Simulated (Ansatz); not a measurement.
## Electronic structure of FH3Si2 (SMILES F[SiH]=[SiH2]) in real space

Input

```
crystal:
  periodic: [false, false, false]
  atoms:
    - {symbol: F, position_ang: [-1.533262, 1.522440, -0.439811]}
    - {symbol: Si, position_ang: [-0.007266, -0.813791, 1.375133]}
    - {symbol: Si, position_ang: [-0.167355, 1.058998, 0.251530]}
    - {symbol: H, position_ang: [-0.661749, -1.968590, 0.702396]}
    - {symbol: H, position_ang: [0.532440, 2.299671, 0.675302]}
    - {symbol: H, position_ang: [1.450304, -1.065718, 1.558299]}
basis:
  gaussian: {orbitals: def2-TZVPD}
hamiltonian: {xc: pbe0}
output: {forces: true, orbitals: {seedname: orbitals}}
```

Launched as:

```sh
ansatz run input.yaml --threads 2 --pin off --max-ram 4350MiB --events-out events.jsonl --progress --plain --runs-dir runs
```

Geometry: r2SCAN-D4/def2-TZVP.

The calculation used isolated molecule in a Gaussian basis; Kohn-Sham density functional theory, functional PBE0 (Ansatz).

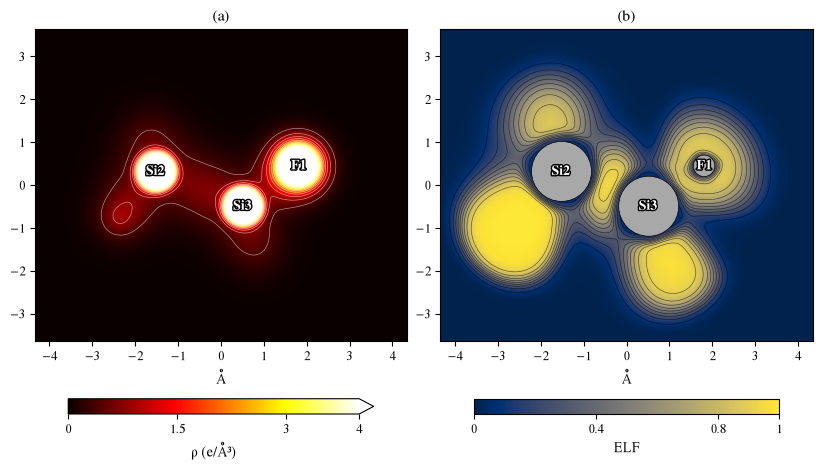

Figure 1. (a) total electron density; (b) electron localisation function on the plane of atoms F1, Si3 and Si2. Grey discs cover the atomic cores in the ELF map.

Read the bonding off the picture.

Atoms in the plane: F and Si.
Si–F (1.60 Å): ρ at the midpoint is about 1.2 e/Å³; the ELF peaks at about 0.85 in the valence shell of F, 0.6 Å from its nucleus, and is about 0.55 at the midpoint.
Si–Si (2.19 Å): the density is about 0.69 e/Å³ at the midpoint; the ELF peaks at about 0.95 between the atoms: a shared electron pair.
The ELF also peaks beside F1, away from the bonds: lone-pair regions.

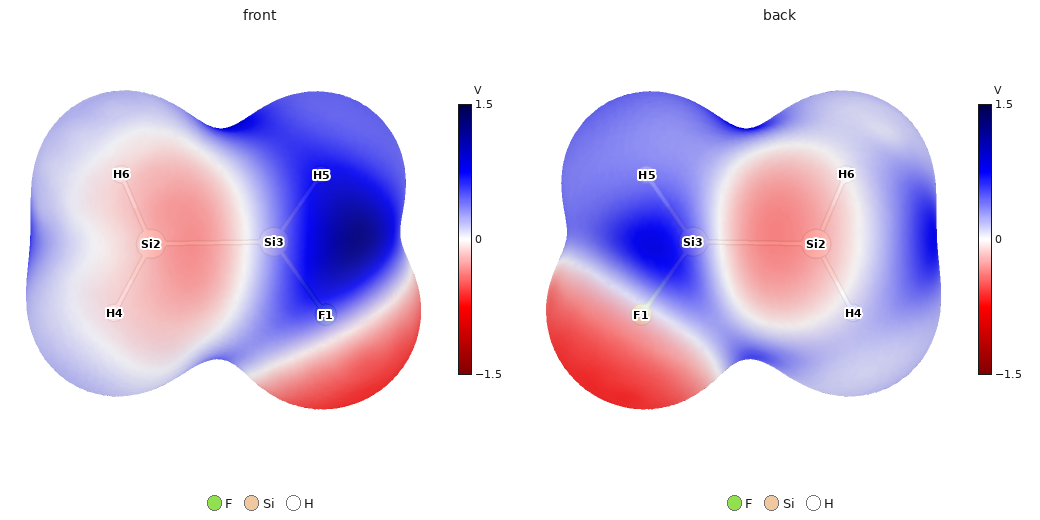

Figure 2. The electrostatic potential painted on the density surface at 0.001 e/bohr³, seen from the front and from behind; the colour scale runs from red (negative) to blue (positive).

Where is the surface potential most negative and most positive?

The most negative region (about −0.6 V, or −14 kcal/mol for a unit charge) lies over F1, the most positive (about +1.2 V, or +28 kcal/mol for a unit charge) over Si3.

What dipole moment does the calculation give?

Its dipole moment is 0.84 D.

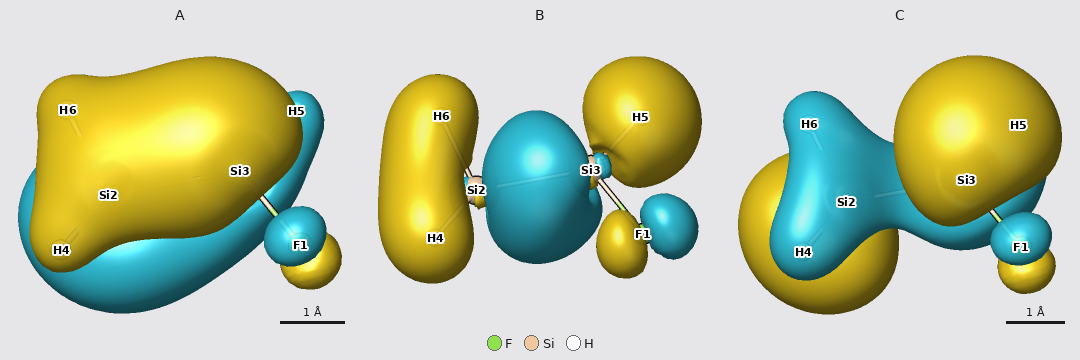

Figure 3. Three frontier orbitals at ±0.08 Å⁻³ᐟ² (yellow and cyan are the two phases), in no order.

Order the three orbitals by energy and name them.

B is the HOMO−1 (−9.22 eV). By Hirshfeld shares it lies mainly on Si3 (about 35 %), Si2 (about 30 %), H5 (about 15 %), F1 (about 5 %), H4 (about 5 %) and H6 (about 5 %). A is the HOMO (−6.34 eV). By Hirshfeld shares it lies mainly on Si2 (about 55 %) and Si3 (about 35 %). C is the LUMO (−2.43 eV). Its weight (Hirshfeld) is mainly on Si3 (about 45 %) and Si2 (about 40 %).

What is the HOMO–LUMO gap?

3.91 eV between the orbital energies.
